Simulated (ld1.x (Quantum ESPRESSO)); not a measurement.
# Boron: generating and testing a TM potential

Aim: build the potential from the settings below, then test how well it stands in for the atom: other configurations, scattering, ghost states and the plane-wave cutoff that it needs.

The numbers are computed with ld1.x (Quantum ESPRESSO) 7.5 (PW91, scalar-relativistic, spin-unpolarised reference atom).

### 1 The atom and the settings

The settings as typed:

```
element                 : boron (B, Z = 5)
type                    : norm-conserving Troullier–Martins (Kleinman–Bylander form)
frozen core             : [He]
valence charge          : 3
reference configuration : 2s2 2p0 (charge +1)
partial waves           : 2s (bound): rc 1.25 bohr; 2p (bound, empty): rc 3.75 bohr
local potential         : the p channel
core correction         : not asked for
```

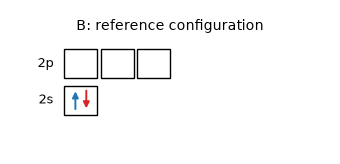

The outer shells as boxes. The arrows follow Hund's rule for the drawing; the calculation itself is spin-unpolarised.

An earlier all-electron run gives the scale for the radii.

All-electron outer shells of the reference configuration (PW91, scalar-relativistic, ld1.x):

```csv
shell,level (eV),outermost node (bohr),outermost maximum (bohr)
1s,-193.94,–,0.21
2s,-19.56,0.46,1.44
2p,-13.41,–,1.41
3d,-2.16,–,4.55
```

### 2 Generating the potential

Input file B.in:

```
 &input
   title='B', zed=5., rel=1, dft='PW91', iswitch=3,
   config='[He] 2s2 2p0',
   nld=2, rlderiv=4.05, eminld=-3.0, emaxld=5.0, deld=0.02
 /
 &inputp
   pseudotype=2, tm=.true., lloc=1,
   nlcc=.false.,
   file_pseudopw='B.UPF', file_wfcaegen='ae.wfc', file_wfcncgen='nc.wfc', file_beta='beta', file_chi='chi'
 /
2
2S  1  0   2.00   0.00  1.25  1.25  0.0
2P  2  1   0.00   0.00  3.75  3.75  0.0
 &test
   configts(1)='2s2 2p0'
 /
```

Started as:

```console
$ ld1.x < B.in > B.out
```

Output in B.out (without the banner and most projector matrices):

```text
     Program LD1 v.7.5
     --------------------------- All-electron run ----------------------------

     B
     scalar relativistic calculation

     atomic number is  5.00
     dft =PW91   lsd =0 sic =0 latt =0  beta=0.20 tr2=1.0E-14
     Exchange-correlation= PW91
                           (   1   4   2   2   0   0   0)
     mesh =1059 r(mesh) = 101.04461 a.u. xmin = -7.00 dx = 0.01250
     1 Ry =  13.60569312 eV, c = 137.03599908

     n l     nl                  e(Ry)          e(Ha)          e(eV)
     1 0     1S 1( 2.00)       -14.2543        -7.1272      -193.9398
     2 0     2S 1( 2.00)        -1.4374        -0.7187       -19.5572
     2 1     2P 1( 0.00)        -0.9859        -0.4929       -13.4133

     final scf error:  6.1E-15 reached in  21 iterations

     Etot =     -48.647741 Ry,     -24.323871 Ha,    -661.886240 eV

     Ekin =      48.511374 Ry,      24.255687 Ha,     660.030868 eV
     Encl =    -109.270957 Ry,     -54.635479 Ha,   -1486.707110 eV
     Eh   =      19.247397 Ry,       9.623699 Ha,     261.874178 eV
     Exc  =      -7.135555 Ry,      -3.567778 Ha,     -97.084175 eV

     normalization and overlap integrals

     s(1S/1S) =  1.000000  <r> =   0.3290  <r2> =    0.1470  r(max) =   0.2103
     s(2S/2S) =  1.000000  <r> =   1.7793  <r2> =    3.7542  r(max) =   1.4413
     s(2P/2P) =  1.000000  <r> =   1.8429  <r2> =    4.2127  r(max) =   1.4057

     ------------------------ End of All-electron run ------------------------

     --------------------- Generating NC pseudopotential ---------------------

      Generating local pot.: lloc=1, matching radius rcloc =   3.7500

      Wfc   2S  rcut= 1.241  Using Troullier-Martins method

     ------------------- End of pseudopotential generation -------------------

     [... the all-electron block is printed once more ...]


     Computing logarithmic derivative in   4.04237
     Computing logarithmic derivative in   4.04237
     Computing the partial wave expansion
     R is outside the sphere for l=    0 j= 0.00
       no projector for channel:   1

     ---------------------- Testing the pseudopotential ----------------------

     B
     scalar relativistic calculation

     atomic number is  5.00   valence charge is  3.00
     dft =PW91   lsd =0 sic =0 latt =0  beta=0.20 tr2=1.0E-14
     mesh =1059 r(mesh) = 101.04461 xmin = -7.00 dx = 0.01250

     n l     nl             e AE (Ry)        e PS (Ry)    De AE-PS (Ry)
     1 0     2S   1( 2.00)       -1.43743       -1.43743        0.00000
     2 1     2P   1( 0.00)       -0.98586       -0.98586        0.00000

     eps = 9.8E-15  iter = 44

     Etot =     -48.647741 Ry,     -24.323871 Ha,    -661.886240 eV
     Etotps =    -4.589523 Ry,      -2.294761 Ha,     -62.443638 eV

     Ekin =       1.369140 Ry,       0.684570 Ha,      18.628094 eV
     Encl =      -8.226876 Ry,      -4.113438 Ha,    -111.932353 eV
     Ehrt =       2.028576 Ry,       1.014288 Ha,      27.600177 eV
     Ecxc =      -1.090865 Ry,      -0.545432 Ha,     -14.841974 eV
     Epseu=       1.330503 Ry,       0.665252 Ha,      18.102418 eV

     ---------------------- End of pseudopotential test ----------------------
```

Run time: 1.9 s. Hardware: 1 thread, shared host. (Generation and the later configuration tests together.)

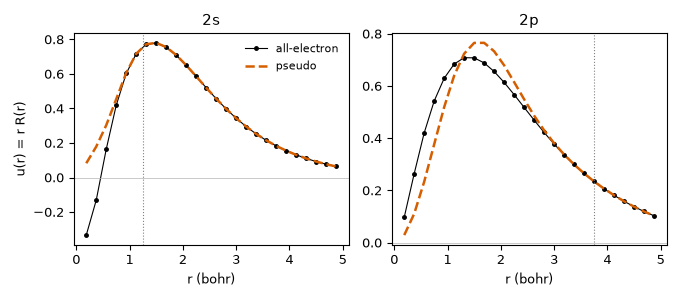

All-electron and pseudo partial waves (2s, 2p), with the matching radii dotted. The curves join 26 sampled radii.

### 3 Configuration tests

Input file B.test.in:

```
 &input
   title='B', zed=5., rel=1, dft='PW91', iswitch=2,
   config='[He] 2s2 2p0'
 /
 &test
   file_pseudo='B.UPF', nconf=8,
   configts(1)='2s2 2p0',
   configts(2)='2s2 2p1',
   configts(3)='2s1 2p0',
   configts(4)='2s2 2p0.5',
   configts(5)='2s2 2p1.3',
   configts(6)='2s0 2p3',
   configts(7)='2s1 2p2',
   configts(8)='2s1 2p1'
 /
```

Started as:

```console
$ ld1.x < B.test.in > B.test.out
```

B.test.out, the pseudopotential blocks, each with the warnings that came before it:

```text
     Warning: convergence not achieved
     ---------------------- Testing the pseudopotential ----------------------

     B
     scalar relativistic calculation

     atomic number is  5.00   valence charge is  3.00
     dft =PW91   lsd =0 sic =0 latt =0  beta=0.20 tr2=1.0E-14
     mesh =1059 r(mesh) = 101.04461 xmin = -7.00 dx = 0.01250

     n l     nl             e AE (Ry)        e PS (Ry)    De AE-PS (Ry)
     1 0     2S   1( 2.00)       -1.43743       -1.43743        0.00000
     2 1     2P   1( 0.00)       -0.98586       -0.98586       -0.00000

     eps = 6.5E-13  iter =201

     Etot =     -48.647741 Ry,     -24.323871 Ha,    -661.886241 eV
     Etotps =    -4.589523 Ry,      -2.294761 Ha,     -62.443638 eV

     Ekin =       1.369140 Ry,       0.684570 Ha,      18.628094 eV
     Encl =      -8.226876 Ry,      -4.113438 Ha,    -111.932353 eV
     Ehrt =       2.028576 Ry,       1.014288 Ha,      27.600177 eV
     Ecxc =      -1.090865 Ry,      -0.545432 Ha,     -14.841974 eV
     Epseu=       1.330503 Ry,       0.665252 Ha,      18.102418 eV

     ---------------------- End of pseudopotential test ----------------------

     Warning: convergence not achieved
     ---------------------- Testing the pseudopotential ----------------------

     B
     [...]
     n l     nl             e AE (Ry)        e PS (Ry)    De AE-PS (Ry)
     1 0     2S   1( 2.00)       -0.69727       -0.69512       -0.00215
     2 1     2P   1( 1.00)       -0.26844       -0.27731        0.00888  !

     eps = 2.9E-13  iter =201

     Etot =     -49.255460 Ry,     -24.627730 Ha,    -670.154671 eV
     Etotps =    -5.207981 Ry,      -2.603990 Ha,     -70.858190 eV
     dEtot_ae =      -0.607718 Ry
     dEtot_ps =      -0.618458 Ry,   Delta E=       0.010740 Ry

     [...]
     ---------------------- End of pseudopotential test ----------------------

     Warning: convergence not achieved
     ---------------------- Testing the pseudopotential ----------------------

     B
     [...]
     n l     nl             e AE (Ry)        e PS (Ry)    De AE-PS (Ry)
     1 0     2S   1( 1.00)       -2.31644       -2.31003       -0.00642  !
     2 1     2P   1( 0.00)       -1.87587       -1.82524       -0.05063  !

     eps = 1.0E-13  iter =201

     Etot =     -46.775885 Ry,     -23.387942 Ha,    -636.418333 eV
     Etotps =    -2.719867 Ry,      -1.359934 Ha,     -37.005676 eV
     dEtot_ae =       1.871857 Ry
     dEtot_ps =       1.869656 Ry,   Delta E=       0.002201 Ry

     [...]
     ---------------------- End of pseudopotential test ----------------------

     Warning: convergence not achieved
     ---------------------- Testing the pseudopotential ----------------------

     B
     [...]
     n l     nl             e AE (Ry)        e PS (Ry)    De AE-PS (Ry)
     1 0     2S   1( 2.00)       -1.04188       -1.04733        0.00544  !
     2 1     2P   1( 0.50)       -0.59808       -0.61198        0.01390  !

     eps = 7.5E-14  iter =201

     Etot =     -49.041485 Ry,     -24.520742 Ha,    -667.243394 eV
     Etotps =    -4.987726 Ry,      -2.493863 Ha,     -67.861472 eV
     dEtot_ae =      -0.393743 Ry
     dEtot_ps =      -0.398204 Ry,   Delta E=       0.004460 Ry

     [...]
     ---------------------- End of pseudopotential test ----------------------

     Warning: convergence not achieved
     ---------------------- Testing the pseudopotential ----------------------

     B
     [...]
     n l     nl             e AE (Ry)        e PS (Ry)    De AE-PS (Ry)
     1 0     2S   1( 2.00)       -0.52192       -0.51254       -0.00939  !
     2 1     2P   1( 1.30)       -0.10452       -0.10616        0.00164

     eps = 4.1E-14  iter =201

     Etot =     -49.310669 Ry,     -24.655334 Ha,    -670.905824 eV
     Etotps =    -5.264787 Ry,      -2.632393 Ha,     -71.631071 eV
     dEtot_ae =      -0.662927 Ry
     dEtot_ps =      -0.675264 Ry,   Delta E=       0.012337 Ry

     [...]
     ---------------------- End of pseudopotential test ----------------------

     ---------------------- Testing the pseudopotential ----------------------

     B
     [...]
     n l     nl             e AE (Ry)        e PS (Ry)    De AE-PS (Ry)
     1 0     2S   1( 0.00)       -0.76102       -0.76900        0.00798  !
     2 1     2P   1( 3.00)       -0.32924       -0.34245        0.01321  !

     eps = 9.7E-15  iter = 24

     Etot =     -48.394118 Ry,     -24.197059 Ha,    -658.435514 eV
     Etotps =    -4.363506 Ry,      -2.181753 Ha,     -59.368521 eV
     dEtot_ae =       0.253624 Ry
     dEtot_ps =       0.226017 Ry,   Delta E=       0.027607 Ry

     [...]
     ---------------------- End of pseudopotential test ----------------------

     Warning: convergence not achieved
     ---------------------- Testing the pseudopotential ----------------------

     B
     [...]
     n l     nl             e AE (Ry)        e PS (Ry)    De AE-PS (Ry)
     1 0     2S   1( 1.00)       -0.73202       -0.73412        0.00209
     2 1     2P   1( 2.00)       -0.30119       -0.31189        0.01070  !

     eps = 7.4E-13  iter =201

     Etot =     -48.825498 Ry,     -24.412749 Ha,    -664.304740 eV
     Etotps =    -4.787849 Ry,      -2.393925 Ha,     -65.142007 eV
     dEtot_ae =      -0.177756 Ry
     dEtot_ps =      -0.198327 Ry,   Delta E=       0.020570 Ry

     [...]
     ---------------------- End of pseudopotential test ----------------------

     Warning: convergence not achieved
     ---------------------- Testing the pseudopotential ----------------------

     B
     [...]
     n l     nl             e AE (Ry)        e PS (Ry)    De AE-PS (Ry)
     1 0     2S   1( 1.00)       -1.44372       -1.46948        0.02576  !
     2 1     2P   1( 1.00)       -0.99299       -1.01674        0.02375  !

     eps = 3.8E-13  iter =201

     Etot =     -48.196571 Ry,     -24.098285 Ha,    -655.747748 eV
     Etotps =    -4.137279 Ry,      -2.068639 Ha,     -56.290544 eV
     dEtot_ae =       0.451171 Ry
     dEtot_ps =       0.452244 Ry,   Delta E=      -0.001073 Ry

     [...]
     ---------------------- End of pseudopotential test ----------------------
```

Excitation and ionisation energies from 2s2 2p0, with the error of the potential. A star marks tests that logged a warning.

```csv
valence configuration,charge,ΔE all-electron (eV),error AE − PS (meV)
2s2 2p1 *,0,-8.268,+146
2s1 2p0 *,+2,25.468,+30
2s2 2p0.5 *,+0.5,-5.357,+61
2s2 2p1.3 *,-0.3,-9.020,+168
2s0 2p3,0,3.451,+376
2s1 2p2 *,0,-2.418,+280
2s1 2p1 *,+1,6.138,-15
```

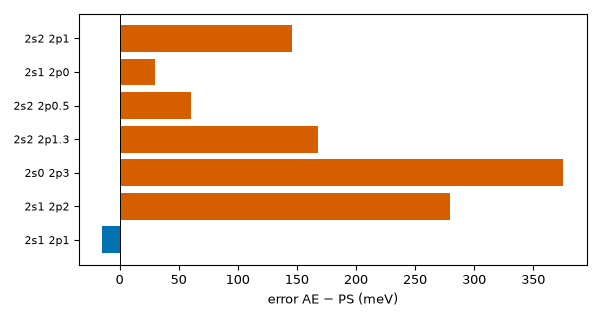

Error of the potential in each test configuration.

### 4 Does it scatter like the atom?

Taken from the files of the generation run. The phase is arctan(r·u′/u) with u = r·R, unwrapped, with energies in Ry. A pole is an energy at which the radial function vanishes at the test radius. The pseudo phase is shifted by a multiple of π to meet the all-electron one at the reference energy. Levels narrower than the energy grid can be missing from the poles. The last column is the largest difference on the grid between −1 and +1 Ry.

| channel | radius (bohr) | reference (Ry) | poles AE | poles PS | window around the reference with phases within 0.05 rad (Ry) | largest difference near zero (rad) |
| --- | --- | --- | --- | --- | --- | --- |
| s | 4.04 | -1.44 | -1.40, 0.97, 4.51 | -1.40, 0.98, 3.41 | below -0.6 | 0.466 |
| p | 4.04 | -0.99 | -0.93, 1.08, 4.23 | -0.93, 1.55 | below -0.5 | 0.872 |

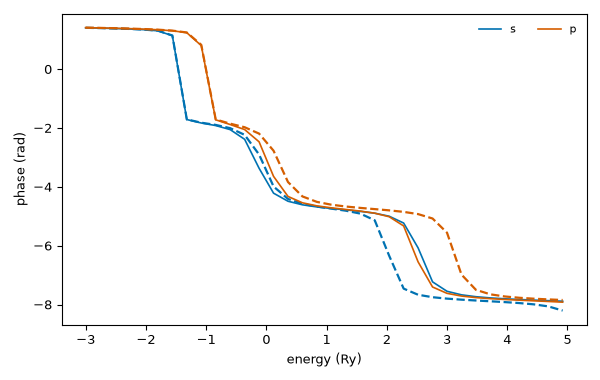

All-electron (solid) and pseudo (dashed) phases against energy.

### 5 Plane-wave convergence, by spherical Bessel functions

A separate test, outside the generator: the pseudo-atom's Hamiltonian at the reference potential is diagonalised in spherical Bessel functions j_l(qr) that vanish at 20 bohr, with q² up to the cutoff.

All-electron valence levels (Ry): 2s -1.4374, 2p -0.9859. The lowest levels of each channel (Ry) by cutoff; the last column sums, over occupied levels, occupation times the distance from the level at 400 Ry. A positive value at high cutoff is not a bound level.

| cutoff (Ry) | s #1 | p #1 | d #1 | f #1 | Σ f·Δε (mRy) |
| --- | --- | --- | --- | --- | --- |
| 8 | -1.3808 | -0.9691 | -0.1511 | -0.0418 | 113.2 |
| 12 | -1.4065 | -0.9854 | -0.1521 | -0.0418 | 61.8 |
| 18 | -1.4288 | -0.9858 | -0.1521 | -0.0418 | 17.2 |
| 21 | -1.4329 | -0.9858 | -0.1521 | -0.0418 | 9.1 |
| 25 | -1.4350 | -0.9858 | -0.1521 | -0.0418 | 4.9 |
| 40 | -1.4362 | -0.9859 | -0.1521 | -0.0418 | 2.4 |
| 50 | -1.4367 | -0.9859 | -0.1521 | -0.0418 | 1.5 |
| 60 | -1.4371 | -0.9859 | -0.1521 | -0.0418 | 0.6 |
| 80 | -1.4374 | -0.9859 | -0.1521 | -0.0418 | 0.1 |
| 400 | -1.4374 | -0.9859 | -0.1521 | -0.0418 | 0.0 |

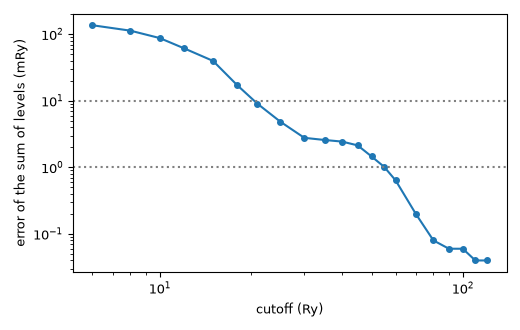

Occupation-weighted error of the valence levels against the cutoff; the dotted lines mark 10 and 1 mRy.

The sum stays within 10 mRy from 21 Ry and within 1 mRy from 60 Ry. The sum leaves out empty levels, which can need more. Ghost test: no level below the all-electron spectrum of its channel (s, p, d, f tested).

### 6 Results

```
                                                quantity                  value
               cutoffs for 10 and 1 mRy, occupied levels        21 Ry and 60 Ry
                                            bound ghosts             none found
                            largest test error (AE − PS)  +376 meV, for 2s0 2p3
largest phase difference near zero energy, channels read              0.872 rad
```

In words: The worst unpolarised test, 2s0 2p3, is off by 376 meV on 3.5 eV; by total energies transferability rates as poor. It counts as soft on the atom at that tolerance, with 21 Ry needed at the looser tolerance. The tighter tolerance needs 60 Ry, and converged work needs a cutoff nearer that. No bound ghost shows below the valence levels. Of the channels read, p scatters worst near zero energy, by up to 0.87 rad. All of this concerns the isolated atom, not yet a solid.
